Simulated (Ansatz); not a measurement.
The end point of a relaxation of ZnInGaO$_{4}$. Space group R3m (No. 160). Method: r2SCAN (plane waves to 500 eV, PAW, scalar-relativistic; Ansatz, a first-principles code).

```xyz
7
Lattice="1.6555 0.9558 8.5872 -1.6555 0.9558 8.5872 0.0000 -1.9116 8.5872" Properties=species:S:1:pos:R:3 pbc="T T T"
In     0.0000     0.0000    25.6825
Ga     0.0000     0.0000     5.4846
Zn     0.0000     0.0000    20.1268
O      0.0000     0.0000     3.5169
O      0.0000     0.0000    22.6435
O      0.0000     0.0000     7.4354
O      0.0000     0.0000    18.1570
```

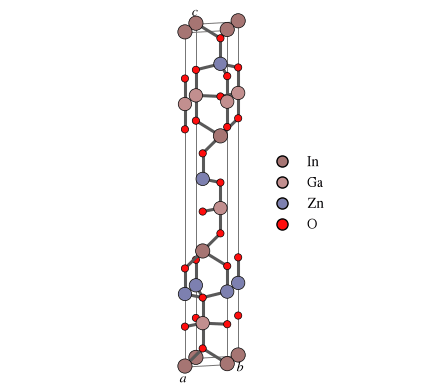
Figure: The conventional cell of the relaxed structure

| Quantity | Value |
|---|---|
| Volume per atom | 11.65 Å³ |
| Band gap | 1.77 eV, direct at Γ (no spin-orbit coupling) |
| Shortest distances | Ga–O 1.91 Å; O–Zn 1.97 Å; In–O 2.19 Å; O–O 2.73 Å |
| k-mesh | 12×12×12 |

Band energies at high-symmetry points (eV from the VBM; labels of this space group; no spin-orbit coupling), from −5 eV up to 6.2 eV:

```tsv
point	energies
Γ	-4.02 -4.02 -3.65 -2.61 -2.61 -2.29 -1.50 -1.50 -0.87 -0.87 -0.60 0.00 0.00 1.77 4.96 5.59
T	-4.71 -4.02 -4.02 -3.82 -2.63 -2.63 -1.82 -1.45 -1.45 -1.38 -0.89 -0.89 0.00 0.00 3.11 3.42 5.94
H2	-4.78 -4.57 -4.41 -4.22 -4.01 -3.78 -3.55 -3.12 -2.56 -2.46 -1.61 -1.45 -0.76 -0.46
H0	-4.78 -4.57 -4.41 -4.22 -4.01 -3.78 -3.55 -3.12 -2.56 -2.46 -1.61 -1.45 -0.76 -0.46
L	-4.83 -4.82 -4.06 -3.99 -3.87 -3.75 -3.54 -2.70 -2.52 -2.31 -1.20 -1.20 -0.59 -0.34 5.92
S0	-4.79 -4.53 -4.41 -4.26 -4.01 -3.77 -3.54 -3.09 -2.64 -2.43 -1.61 -1.44 -0.76 -0.45
S2	-4.79 -4.53 -4.41 -4.26 -4.01 -3.77 -3.54 -3.09 -2.64 -2.43 -1.61 -1.44 -0.76 -0.45
F	-4.81 -4.79 -4.35 -3.95 -3.91 -3.89 -3.52 -2.54 -2.45 -1.59 -1.36 -1.24 -0.88 -0.52 6.05
```

No spin polarisation in the result.

The run could not lose the symmetry of its start; a randomly shaken copy of 7 atoms returns to this structure.
